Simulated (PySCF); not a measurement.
**H2PO: EPR parameters at several levels of theory**

How much do the EPR parameters of H2PO (`O=[PH2]`) depend on the level of theory, and what does each level cost?

The runs use PySCF 2.14.0, with density-fitted response routines of our own; the level of theory stands in each step. All values are computed, except where a source is named. Atoms are numbered from 0 throughout.

## 1. Starting geometry

4 atoms, charge 0, multiplicity 2; geometry from: GFN2-xTB.

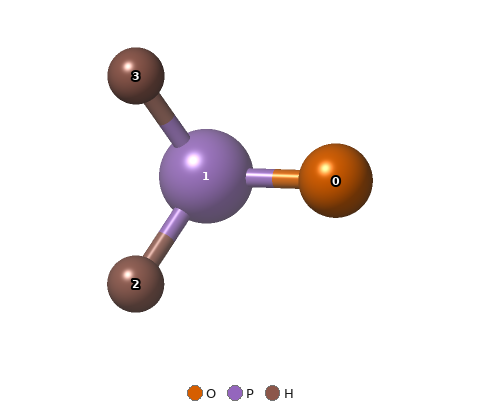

As it starts; oxygen orange, phosphorus purple, hydrogen brown, atoms numbered.

## 2. Geometry optimisation at PBE0-D3(BJ)/def2-SVP

Job settings and geometry (Å):

```
{"job": {"xc": "PBE0", "basis": "def2-SVP", "d3": "d3bj", "grid": 1, "kind": "geom"}, "charge": 0, "multiplicity": 2}
O      1.304070    -0.524560    -0.206750
P      0.059410     0.163030    -0.576880
H     -1.036140    -0.733090    -0.548310
H     -0.306880     1.104160     0.414590
```

Output:

```text
step   0  E = -417.34359969  max force = 0.052807
step   1  E = -417.34638569  max force = 0.009115
step   2  E = -417.34713306  max force = 0.004512
step   3  E = -417.34716525  max force = 0.001468
step   4  E = -417.34717015  max force = 0.000082
optimisation converged
```

Run time: 5.8 s. Hardware: 1 thread, shared host.

Along the way:

| step | energy from step 0 (eV) | largest force component (eV/Å) |
| --- | --- | --- |
| 0 | 0.0000 | 2.7154 |
| 1 | -0.0758 | 0.4687 |
| 2 | -0.0961 | 0.2320 |
| 3 | -0.0970 | 0.0755 |
| 4 | -0.0972 | 0.0042 |

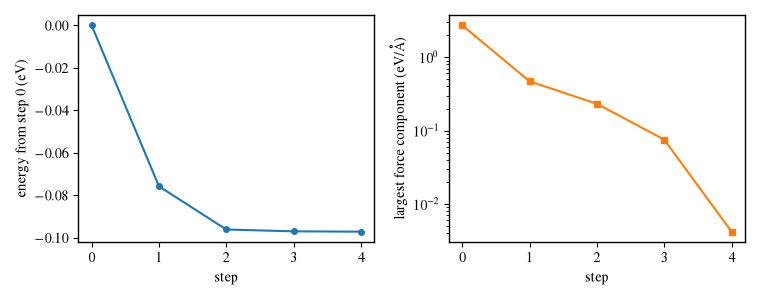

Energy and force, step by step.

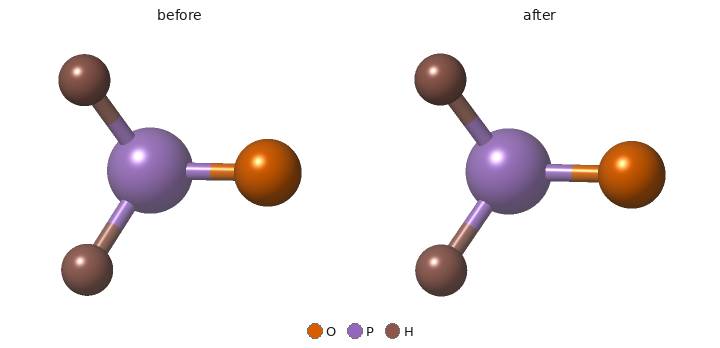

Before and after, at one scale.

Distances of close pairs at the start and the end, largest changes first:

| bond | before (Å) | after (Å) | change (Å) |
| --- | --- | --- | --- |
| O0–P1 | 1.469 | 1.515 | +0.046 |
| P1–H3 | 1.415 | 1.432 | +0.017 |
| P1–H2 | 1.416 | 1.432 | +0.016 |

The end geometry stands in the next job.

| at the end point | value |
| --- | --- |
| point group (found at 0.08 Å tolerance) | Cs |
| rotational constants (GHz, main isotopes) | 151.5, 18.387, 17.372 |
| dipole moment (D) | 2.92 |
| ⟨S²⟩ | 0.756 |

## 3. g tensor and hyperfine couplings: B3LYP/IGLO-III+pcH-1

Job settings and geometry (Å):

```
{"job": {"kind": "epr"}, "charge": 0, "multiplicity": 2}
O      1.362260    -0.556421    -0.229652
P      0.062033     0.150899    -0.554818
H     -1.079906    -0.713243    -0.551406
H     -0.323927     1.128305     0.418526
```

With the program's defaults for keys left out, this is: UKS B3LYP, IGLO-III on O P, pcH-1 on H, non-relativistic, mean-field spin-orbit, GIAO.

Output:

```text
UKS, coarse grid
  cycle   1  E = -417.61254011  |g| = 6.91e-01
  cycle   2  E = -415.74789461  |g| = 2.06e+00
  cycle   3  E = -417.80292593  |g| = 6.23e-02
  cycle   4  E = -417.80438935  |g| = 5.99e-02
  cycle   5  E = -417.80591856  |g| = 2.31e-02
  cycle   6  E = -417.80618595  |g| = 5.51e-03
  cycle   7  E = -417.80620680  |g| = 9.43e-04
  cycle   8  E = -417.80620766  |g| = 3.68e-04
UKS, final grid
  cycle   1  E = -417.80620626  |g| = 5.08e-04
  cycle   2  E = -417.80620583  |g| = 1.21e-03
  cycle   3  E = -417.80620637  |g| = 9.02e-05
  cycle   4  E = -417.80620638  |g| = 3.79e-05
  cycle   5  E = -417.80620638  |g| = 6.84e-06
internal stability: stable
E = -417.80620638 Eh   <S^2> = 0.7556 (exact 0.7500)
g shifts (ppm)      1          2          3
  rmc          -231       -231       -231
  gc              1         65         59
  oz_so        -334       4648       6153
  total        -563       4482       5981
hyperfine (MHz)  atom isotope    a_iso     a_fc   dipolar eigenvalues
    0   17O     -24.24     -23.70   -124.86     61.81     63.05
    1   31P    1002.86    1005.16   -155.47   -149.84    305.31
    2    1H     120.25     120.21     -7.37     -0.77      8.14
    3    1H     120.47     120.43     -7.37     -0.76      8.14
```

Wall time 9.3 s (1 thread, shared host).

Principal g values 2.00176, 2.00680, 2.00830; g(iso) = 2.00562, against 2.00232 for a free electron.

Hyperfine couplings; where a row names several nuclei, a(iso) is their mean (it holds for fast rotation or exchange) and the dipolar term the largest among them:

| nuclei | isotope | a(iso) (MHz) | a(iso) (G, at g = 2.0023) | largest dipolar term (MHz) |
| --- | --- | --- | --- | --- |
| P1 | 31P | 1002.9 | 357.8 | 305.3 |
| H2, H3 | 1H | 120.4 | 42.9 | 8.1 |
| O0 | 17O | -24.2 | -8.6 | -124.9 |

Mulliken spin populations:

| atom | value (e) |
| --- | --- |
| O0 | 0.36 |
| P1 | 0.53 |
| H2 | 0.05 |
| H3 | 0.05 |

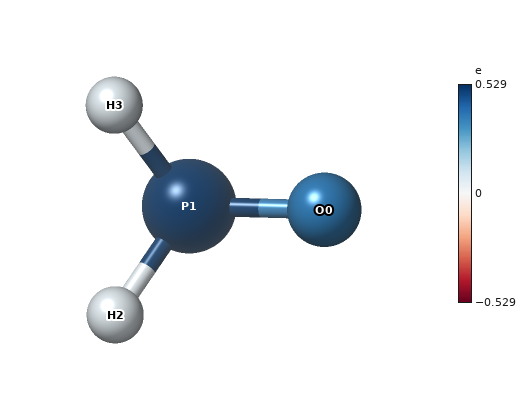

Mulliken spin populations, as colours on the atoms.

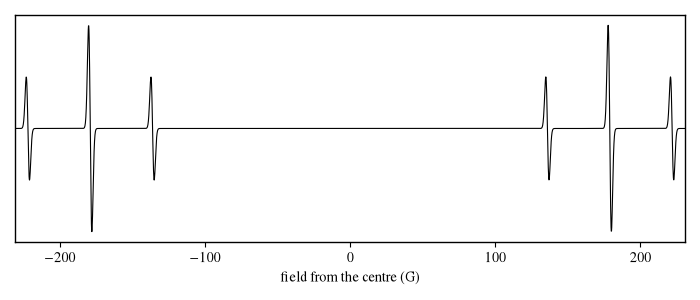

First-order isotropic spectrum (first derivative, main isotopes with spin only, couplings over 0.8 MHz, Gaussian width 1.1 G; couplings of the frozen geometry, rotation of groups not averaged beyond the rows shown).

## 4. EPR parameters: PBE/IGLO-III+pcH-1

Same as in step 3 but for these lines:

```diff
@@ -1,2 +1,2 @@
-{"job": {"kind": "epr"}, "charge": 0, "multiplicity": 2}
+{"job": {"kind": "epr", "xc": "PBE"}, "charge": 0, "multiplicity": 2}
 O      1.362260    -0.556421    -0.229652
```

Level: UKS PBE, IGLO-III on O P, pcH-1 on H, non-relativistic, mean-field spin-orbit, GIAO.

Output:

```text
UKS, coarse grid
  cycle   1  E = -417.33896758  |g| = 7.27e-01
  cycle   2  E = -413.43990396  |g| = 2.57e+00
  cycle   3  E = -417.54170200  |g| = 1.05e-01
  cycle   4  E = -417.54315960  |g| = 1.05e-01
  cycle   5  E = -417.54846830  |g| = 3.72e-02
  cycle   6  E = -417.54905536  |g| = 7.61e-03
  cycle   7  E = -417.54907836  |g| = 1.19e-03
  cycle   8  E = -417.54907915  |g| = 4.66e-04
UKS, final grid
  cycle   1  E = -417.54907269  |g| = 5.07e-04
  cycle   2  E = -417.54907266  |g| = 5.82e-04
  cycle   3  E = -417.54907281  |g| = 1.51e-04
  cycle   4  E = -417.54907282  |g| = 1.07e-05
internal stability: stable
E = -417.54907282 Eh   <S^2> = 0.7528 (exact 0.7500)
g shifts (ppm)      1          2          3
  rmc          -219       -219       -219
  gc              2         63         57
  oz_so        -355       4583       5670
  total        -571       4427       5507
hyperfine (MHz)  atom isotope    a_iso     a_fc   dipolar eigenvalues
    0   17O     -11.64     -11.19   -116.19     57.57     58.63
    1   31P     933.71     936.00   -147.59   -147.32    294.91
    2    1H     107.65     107.61     -7.72     -0.59      8.31
    3    1H     107.84     107.81     -7.73     -0.58      8.31
```

It took 7.2 s on 1 thread, shared host.

In short: g(iso) 2.00544.

## 5. g tensor and hyperfine couplings: PBE0/IGLO-III+pcH-1

Job settings and geometry (Å):

```
{"job": {"kind": "epr", "xc": "PBE0"}, "charge": 0, "multiplicity": 2}
O      1.362260    -0.556421    -0.229652
P      0.062033     0.150899    -0.554818
H     -1.079906    -0.713243    -0.551406
H     -0.323927     1.128305     0.418526
```

Level: UKS PBE0, IGLO-III on O P, pcH-1 on H, non-relativistic, mean-field spin-orbit, GIAO.

Output:

```text
UKS, coarse grid
  cycle   1  E = -417.39868671  |g| = 6.42e-01
  cycle   2  E = -416.12059764  |g| = 1.77e+00
  cycle   3  E = -417.56765213  |g| = 4.81e-02
  cycle   4  E = -417.56892320  |g| = 4.21e-02
  cycle   5  E = -417.56972261  |g| = 1.64e-02
  cycle   6  E = -417.56989911  |g| = 4.45e-03
  cycle   7  E = -417.56992082  |g| = 1.08e-03
  cycle   8  E = -417.56992177  |g| = 4.63e-04
UKS, final grid
  cycle   1  E = -417.56991730  |g| = 7.86e-04
  cycle   2  E = -417.56991634  |g| = 1.82e-03
  cycle   3  E = -417.56991757  |g| = 7.74e-05
  cycle   4  E = -417.56991757  |g| = 5.18e-05
  cycle   5  E = -417.56991758  |g| = 6.65e-06
internal stability: stable
E = -417.56991758 Eh   <S^2> = 0.7570 (exact 0.7500)
g shifts (ppm)      1          2          3
  rmc          -227       -227       -227
  gc              0         63         58
  oz_so        -309       4489       6143
  total        -536       4326       5974
hyperfine (MHz)  atom isotope    a_iso     a_fc   dipolar eigenvalues
    0   17O     -22.46     -21.95   -122.83     60.61     62.23
    1   31P     947.50     949.71   -156.35   -149.02    305.37
    2    1H     107.00     106.97     -7.54     -0.45      7.99
    3    1H     107.21     107.18     -7.55     -0.44      7.99
```

Wall time 9 s (1 thread, shared host).

In short: g(iso) 2.00557.

## 6. g tensor and hyperfine couplings: BHandHLYP/IGLO-III+pcH-1

Job settings and geometry (Å):

```
{"job": {"kind": "epr", "xc": "BHandHLYP"}, "charge": 0, "multiplicity": 2}
O      1.362260    -0.556421    -0.229652
P      0.062033     0.150899    -0.554818
H     -1.079906    -0.713243    -0.551406
H     -0.323927     1.128305     0.418526
```

Level: UKS BHandHLYP, IGLO-III on O P, pcH-1 on H, non-relativistic, mean-field spin-orbit, GIAO.

Output:

```text
UKS, coarse grid
  cycle   1  E = -417.58026279  |g| = 6.04e-01
  cycle   2  E = -417.14440542  |g| = 1.20e+00
  cycle   3  E = -417.73615828  |g| = 3.75e-02
  cycle   4  E = -417.73769833  |g| = 2.28e-02
  cycle   5  E = -417.73811692  |g| = 1.13e-02
  cycle   6  E = -417.73835088  |g| = 5.37e-03
  cycle   7  E = -417.73842607  |g| = 2.55e-03
  cycle   8  E = -417.73843849  |g| = 8.91e-04
  cycle   9  E = -417.73843970  |g| = 2.19e-04
UKS, final grid
  cycle   1  E = -417.73843956  |g| = 1.51e-04
  cycle   2  E = -417.73843959  |g| = 2.11e-04
  cycle   3  E = -417.73843961  |g| = 6.54e-05
  cycle   4  E = -417.73843963  |g| = 3.03e-05
  cycle   5  E = -417.73843963  |g| = 1.12e-05
internal stability: stable
E = -417.73843963 Eh   <S^2> = 0.7633 (exact 0.7500)
g shifts (ppm)      1          2          3
  rmc          -241       -241       -241
  gc             -1         66         60
  oz_so        -275       4622       6695
  total        -517       4447       6513
hyperfine (MHz)  atom isotope    a_iso     a_fc   dipolar eigenvalues
    0   17O     -42.38     -41.74   -134.26     66.18     68.08
    1   31P    1004.80    1006.92   -165.14   -150.53    315.67
    2    1H     121.68     121.64     -7.01     -0.59      7.61
    3    1H     121.92     121.88     -7.02     -0.58      7.60
```

Run time: 9 s. Hardware: 1 thread, shared host.

This run: g(iso) 2.00580.

## 7. EPR parameters: HF/IGLO-III+pcH-1

Job settings and geometry (Å):

```
{"job": {"kind": "epr", "xc": "HF"}, "charge": 0, "multiplicity": 2}
O      1.362260    -0.556421    -0.229652
P      0.062033     0.150899    -0.554818
H     -1.079906    -0.713243    -0.551406
H     -0.323927     1.128305     0.418526
```

Method: UKS HF, IGLO-III on O P, pcH-1 on H, non-relativistic, mean-field spin-orbit, GIAO.

Output:

```text
UKS, final grid
  cycle   1  E = -416.64186627  |g| = 5.05e-01
  cycle   2  E = -416.68048757  |g| = 4.81e-01
  cycle   3  E = -416.76604137  |g| = 4.64e-02
  cycle   4  E = -416.76866960  |g| = 2.10e-02
  cycle   5  E = -416.76944915  |g| = 1.22e-02
  cycle   6  E = -416.76991883  |g| = 9.38e-03
  cycle   7  E = -416.77031077  |g| = 6.45e-03
  cycle   8  E = -416.77064698  |g| = 3.27e-03
  cycle   9  E = -416.77074372  |g| = 1.70e-03
  cycle  10  E = -416.77076529  |g| = 7.83e-04
  cycle  11  E = -416.77076826  |g| = 3.22e-04
  cycle  12  E = -416.77076866  |g| = 1.61e-04
  cycle  13  E = -416.77076875  |g| = 7.53e-05
  cycle  14  E = -416.77076876  |g| = 3.12e-05
  cycle  15  E = -416.77076876  |g| = 1.08e-05
  cycle  16  E = -416.77076876  |g| = 4.94e-06
internal stability: stable
E = -416.77076876 Eh   <S^2> = 0.7899 (exact 0.7500)
g shifts (ppm)      1          2          3
  rmc          -264       -264       -264
  gc             -5         68         60
  oz_so        -161       4203       7022
  total        -430       4007       6817
hyperfine (MHz)  atom isotope    a_iso     a_fc   dipolar eigenvalues
    0   17O     -84.11     -83.41   -149.12     72.01     77.11
    1   31P     931.44     933.22   -180.22   -141.50    321.72
    2    1H     107.31     107.28     -6.54     -0.16      6.69
    3    1H     107.55     107.52     -6.55     -0.14      6.69
```

Run time: 5.2 s. Hardware: 1 thread, shared host.

Key values: g(iso) 2.00578.

## 8. EPR parameters: CAM-B3LYP/IGLO-III+pcH-1

Job settings and geometry (Å):

```
{"job": {"kind": "epr", "xc": "CAM-B3LYP"}, "charge": 0, "multiplicity": 2}
O      1.362260    -0.556421    -0.229652
P      0.062033     0.150899    -0.554818
H     -1.079906    -0.713243    -0.551406
H     -0.323927     1.128305     0.418526
```

With the program's defaults for keys left out, this is: UKS CAM-B3LYP, IGLO-III on O P, pcH-1 on H, non-relativistic, mean-field spin-orbit, GIAO.

Output:

```text
UKS, coarse grid
  cycle   1  E = -417.58926630  |g| = 6.58e-01
  cycle   2  E = -416.98029741  |g| = 1.39e+00
  cycle   3  E = -417.76495963  |g| = 3.85e-02
  cycle   4  E = -417.76622458  |g| = 2.44e-02
  cycle   5  E = -417.76657051  |g| = 1.00e-02
  cycle   6  E = -417.76670547  |g| = 3.99e-03
  cycle   7  E = -417.76674097  |g| = 1.75e-03
  cycle   8  E = -417.76674596  |g| = 6.73e-04
UKS, final grid
  cycle   1  E = -417.76674439  |g| = 9.15e-04
  cycle   2  E = -417.76674387  |g| = 1.71e-03
  cycle   3  E = -417.76674486  |g| = 1.43e-04
  cycle   4  E = -417.76674493  |g| = 4.02e-05
  cycle   5  E = -417.76674494  |g| = 9.94e-06
internal stability: stable
E = -417.76674494 Eh   <S^2> = 0.7574 (exact 0.7500)
g shifts (ppm)      1          2          3
  rmc          -231       -231       -231
  gc              1         65         60
  oz_so        -326       4640       6322
  total        -556       4474       6151
hyperfine (MHz)  atom isotope    a_iso     a_fc   dipolar eigenvalues
    0   17O     -22.81     -22.24   -125.05     62.02     63.03
    1   31P     992.67     994.96   -162.92   -154.99    317.91
    2    1H     121.74     121.70     -7.40     -0.70      8.10
    3    1H     121.97     121.94     -7.41     -0.69      8.10
```

Run time: 15 s. Hardware: 1 thread, shared host.

Key values: g(iso) 2.00568.

## 9. Side by side: EPR parameters

g, ⟨S²⟩ and isotropic hyperfine couplings (MHz), with basis size and wall time:

| run | g(iso) | ⟨S²⟩ | 31P P1 | 1H H2 (mean) | 17O O0 | functions | time |
| --- | --- | --- | --- | --- | --- | --- | --- |
| B3LYP/IGLO-III+pcH-1 | 2.00562 | 0.756 | 1002.9 | 120.4 | -24.2 | 99 | 9.3 s |
| PBE/IGLO-III+pcH-1 | 2.00544 | 0.753 | 933.7 | 107.7 | -11.6 | 99 | 7.2 s |
| PBE0/IGLO-III+pcH-1 | 2.00557 | 0.757 | 947.5 | 107.1 | -22.5 | 99 | 9 s |
| BHandHLYP/IGLO-III+pcH-1 | 2.00580 | 0.763 | 1004.8 | 121.8 | -42.4 | 99 | 9 s |
| HF/IGLO-III+pcH-1 | 2.00578 | 0.790 | 931.4 | 107.4 | -84.1 | 99 | 5.2 s |
| CAM-B3LYP/IGLO-III+pcH-1 | 2.00568 | 0.757 | 992.7 | 121.9 | -22.8 | 99 | 15 s |

## 10. Outcome

```
                            quantity                     value
                         point group                        Cs
rotational constants (main isotopes)  151.45, 18.39, 17.37 GHz
                      g(iso) (B3LYP)                   2.00562
                                ⟨S²⟩        0.756 (exact 0.75)
  largest a(iso) (averaged by class)     31P on P1, 1002.9 MHz
```

Single values in the summary come from the first run of each kind that ended normally (B3LYP/IGLO-III+pcH-1), which need not be the best level. The optimisation took 4 steps and gained 0.097 eV; among the close pairs (by a distance rule), O0–P1 changed most, from 1.469 to 1.515 Å. The largest share of the spin, 0.53 e, sits on P1. The isotropic g lies 3.3 ppt above the free-electron value. The coupling of 31P on P1 runs from 931.4 (HF/IGLO-III+pcH-1) to 1004.8 MHz (BHandHLYP/IGLO-III+pcH-1).
